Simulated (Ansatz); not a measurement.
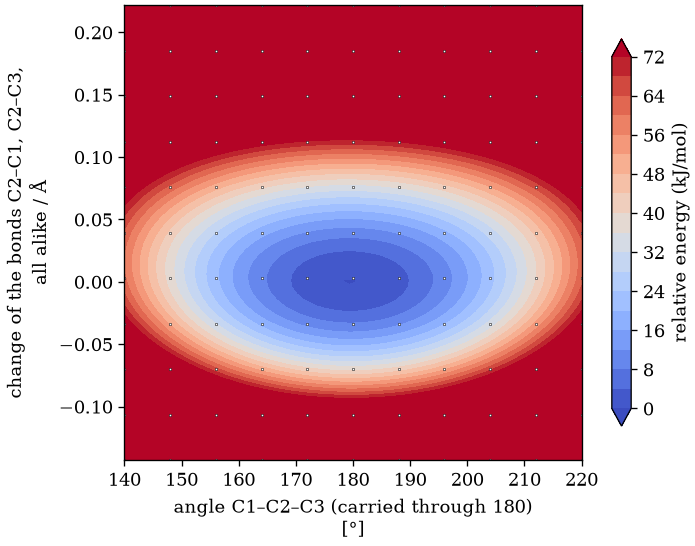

C₃H₃BrSe, SMILES C=C=C([SeH])Br. Coordinates scanned: (1) angle C1–C2–C3 (carried through 180); (2) change of the bonds C2–C1, C2–C3, all alike. Nothing is relaxed (all other coordinates rigid). The scan uses an 11 × 11 grid. Points are written as (first, second). Energies are in kJ/mol, from the lowest grid point. These are results of Ansatz 0.2.0, RKS r2SCAN0-D4/def2-SVP, not measurements.

In the figure: filled contours, dots at the grid points, one colour for all values above the top of the scale. Between grid points the surface is interpolated.

Estimate the position of the minimum and the force constants in these coordinates.

Answer. The interpolated minimum is at the first coordinate ≈ 179°, the second coordinate ≈ 0.000 Å. The curvatures there are about 2.6 eV/rad² and 142 eV/Å², with a cross term of about 0 eV/(rad·Å). Round the minimum the two coordinates are nearly uncoupled. (1 eV is 96.5 kJ/mol.)
